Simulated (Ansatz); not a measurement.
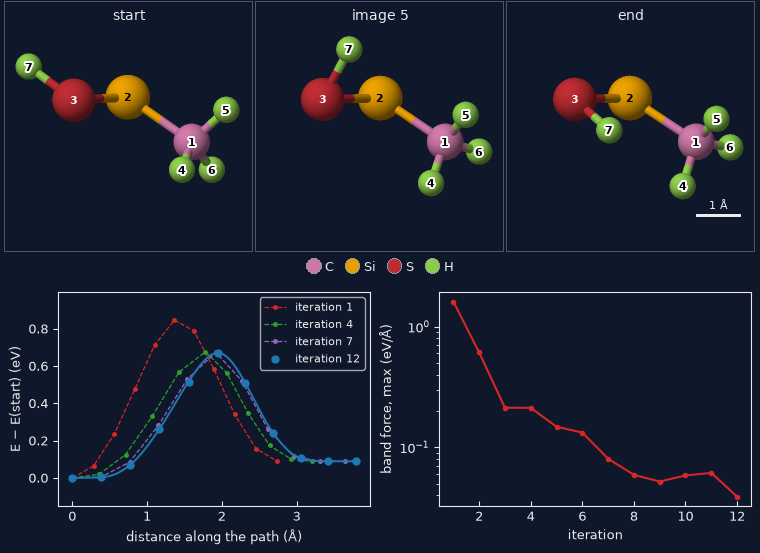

A search for the minimum-energy path of CH$_{4}$SSi by the nudged elastic band. Images are numbered from 0 (start) to 10 (end). The plot follows the band through its iterations. Style: ball-and-stick. Shown from a free direction.

The calculation used Ansatz 0.2.0, RKS PBE-D4/def2-SVPD.

The input:
```yaml
crystal:
  periodic: [false, false, false]
  atoms:
    - { symbol: C, position_ang: [-0.834036, 0.629356, -0.268623] }
    - { symbol: Si, position_ang: [0.57173, 0.273471, 0.995123] }
    - { symbol: S, position_ang: [1.31347, -1.499283, -0.014343] }
    - { symbol: H, position_ang: [-1.163624, -0.213423, -0.907848] }
    - { symbol: H, position_ang: [-0.465542, 1.438267, -0.939813] }
    - { symbol: H, position_ang: [-1.714965, 1.052684, 0.256445] }
    - { symbol: H, position_ang: [2.354166, -1.749072, 0.83326] }
basis:
  gaussian: { orbitals: def2-SVPD }
hamiltonian:
  xc: pbe
  dispersion: d4
neb:
  order_check: false
  images: 9
  f_tol: 0.05
  max_iterations: 60
  initial_path: idpp
  final_atoms:
    - { symbol: C, position_ang: [-0.69382233, 0.51030205, -0.18982905] }
    - { symbol: Si, position_ang: [0.18039979, 0.16538746, 1.49131323] }
    - { symbol: S, position_ang: [1.72315843, -1.21182457, 0.81026371] }
    - { symbol: H, position_ang: [-1.06330243, -0.4299354, -0.65149931] }
    - { symbol: H, position_ang: [0.01169148, 0.97474308, -0.91163669] }
    - { symbol: H, position_ang: [-1.55561808, 1.19417713, -0.06234168] }
    - { symbol: H, position_ang: [1.45869214, -1.27084975, -0.53206919] }
```

Launched with:
```bash
ansatz run input.yaml --threads 2 --pin off --max-ram 3072MiB --backend cpu --events-out ev --progress --plain --runs-dir out
```

Q: Judge this run.

A: The result is final at these settings. The band converged in 12 iterations. The largest component of the band force went from 1.6 to 0.039 eV/Å. The climbing image converged on the top of the path. Its vibrational analysis gives one imaginary mode (521i cm⁻¹), as a transition state must have. The first iteration put the highest image at 0.85 eV. The highest point, image 5, lies 0.67 eV above the start and 0.58 eV above the end; the end is at +0.09 eV relative to the start.

Cost: 2.2 min on 2 threads of AMD EPYC 7R43 64-Core Processor (Zen 3) (shared host), peak memory 0.15 GiB.
